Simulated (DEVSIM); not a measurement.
Structure: Cr/SiO2/p-Si capacitor, at 300 K.

| layer (left to right) | material | thickness (nm) | Na (cm⁻³) |
|---|---|---|---|
| 1 | SiO2 | 1.80 | - |
| 2 | Si | 9600 | 3.6e15 |

Metal gate on the left, work function 4.5 eV. Fixed charge at the semiconductor interface -3.7e10 cm⁻² (in units of +e); interface traps 2.4e10 cm⁻² eV⁻¹, uniform in energy, neutral level at 0.3 of the gap above the valence band.

Constants are typed, rounded textbook-type inputs, not results; the design itself was drawn at random and stands for no fabricated device. Values at 300 K.

```csv
parameter,SiO2,Si
gap (eV),9,1.124
affinity (eV),0.9,4.05
permittivity,3.9,11.7
Nc (cm⁻³),-,2.86e19
Nv (cm⁻³),-,3.1e19
```

DEVSIM, 1D Poisson equation in equilibrium, Boltzmann statistics, complete ionisation; no quantum confinement or tunnelling. Metal contacts follow the ideal Schottky-Mott rule: no Fermi-level pinning, no interface dipoles.

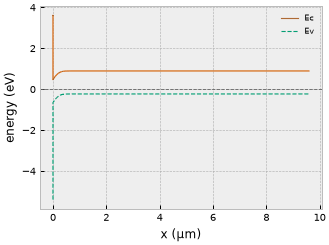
Fig. 1. Band edges at 0.0 V on the gate

Energies count from the Fermi level of the right contact; mesh points crowd at the junctions.

```json
[
 {"x (μm)": "0.000", "Ec (eV)": "3.600", "Ev (eV)": "-5.400", "n (cm⁻³)": "< 1e2", "p (cm⁻³)": "< 1e2", "field (V/cm)": "84000"},
 {"x (μm)": "0.0008432", "Ec (eV)": "3.607", "Ev (eV)": "-5.393", "n (cm⁻³)": "< 1e2", "p (cm⁻³)": "< 1e2", "field (V/cm)": "84000"},
 {"x (μm)": "0.001609", "Ec (eV)": "3.614", "Ev (eV)": "-5.386", "n (cm⁻³)": "< 1e2", "p (cm⁻³)": "< 1e2", "field (V/cm)": "84000"},
 {"x (μm)": "0.002849", "Ec (eV)": "0.467", "Ev (eV)": "-0.657", "n (cm⁻³)": "4.0e11", "p (cm⁻³)": "2.9e8", "field (V/cm)": "21000"},
 {"x (μm)": "0.006957", "Ec (eV)": "0.476", "Ev (eV)": "-0.648", "n (cm⁻³)": "2.9e11", "p (cm⁻³)": "4.0e8", "field (V/cm)": "21000"},
 {"x (μm)": "0.01489", "Ec (eV)": "0.492", "Ev (eV)": "-0.632", "n (cm⁻³)": "1.5e11", "p (cm⁻³)": "7.5e8", "field (V/cm)": "20000"},
 {"x (μm)": "0.03278", "Ec (eV)": "0.528", "Ev (eV)": "-0.596", "n (cm⁻³)": "3.9e10", "p (cm⁻³)": "3.0e9", "field (V/cm)": "19000"},
 {"x (μm)": "0.09256", "Ec (eV)": "0.633", "Ev (eV)": "-0.491", "n (cm⁻³)": "6.5e8", "p (cm⁻³)": "1.8e11", "field (V/cm)": "16000"},
 {"x (μm)": "0.2080", "Ec (eV)": "0.781", "Ev (eV)": "-0.343", "n (cm⁻³)": "2100000", "p (cm⁻³)": "5.4e13", "field (V/cm)": "9600"},
 {"x (μm)": "0.4683", "Ec (eV)": "0.885", "Ev (eV)": "-0.239", "n (cm⁻³)": "39000", "p (cm⁻³)": "3.0e15", "field (V/cm)": "660"},
 {"x (μm)": "1.020", "Ec (eV)": "0.890", "Ev (eV)": "-0.234", "n (cm⁻³)": "32000", "p (cm⁻³)": "3.6e15", "field (V/cm)": "≈ 0"},
 {"x (μm)": "3.017", "Ec (eV)": "0.890", "Ev (eV)": "-0.234", "n (cm⁻³)": "32000", "p (cm⁻³)": "3.6e15", "field (V/cm)": "≈ 0"},
 {"x (μm)": "6.064", "Ec (eV)": "0.890", "Ev (eV)": "-0.234", "n (cm⁻³)": "32000", "p (cm⁻³)": "3.6e15", "field (V/cm)": "≈ 0"},
 {"x (μm)": "8.034", "Ec (eV)": "0.890", "Ev (eV)": "-0.234", "n (cm⁻³)": "32000", "p (cm⁻³)": "3.6e15", "field (V/cm)": "≈ 0"},
 {"x (μm)": "9.073", "Ec (eV)": "0.890", "Ev (eV)": "-0.234", "n (cm⁻³)": "32000", "p (cm⁻³)": "3.6e15", "field (V/cm)": "≈ 0"},
 {"x (μm)": "9.360", "Ec (eV)": "0.890", "Ev (eV)": "-0.234", "n (cm⁻³)": "32000", "p (cm⁻³)": "3.6e15", "field (V/cm)": "≈ 0"},
 {"x (μm)": "9.495", "Ec (eV)": "0.890", "Ev (eV)": "-0.234", "n (cm⁻³)": "32000", "p (cm⁻³)": "3.6e15", "field (V/cm)": "≈ 0"},
 {"x (μm)": "9.555", "Ec (eV)": "0.890", "Ev (eV)": "-0.234", "n (cm⁻³)": "32000", "p (cm⁻³)": "3.6e15", "field (V/cm)": "≈ 0"},
 {"x (μm)": "9.586", "Ec (eV)": "0.890", "Ev (eV)": "-0.234", "n (cm⁻³)": "32000", "p (cm⁻³)": "3.6e15", "field (V/cm)": "≈ 0"},
 {"x (μm)": "9.595", "Ec (eV)": "0.890", "Ev (eV)": "-0.234", "n (cm⁻³)": "32000", "p (cm⁻³)": "3.6e15", "field (V/cm)": "≈ 0"},
 {"x (μm)": "9.600", "Ec (eV)": "0.890", "Ev (eV)": "-0.234", "n (cm⁻³)": "32000", "p (cm⁻³)": "3.6e15", "field (V/cm)": "≈ 0"},
 {"x (μm)": "9.602", "Ec (eV)": "0.890", "Ev (eV)": "-0.234", "n (cm⁻³)": "32000", "p (cm⁻³)": "3.6e15", "field (V/cm)": "≈ 0"}
]
```
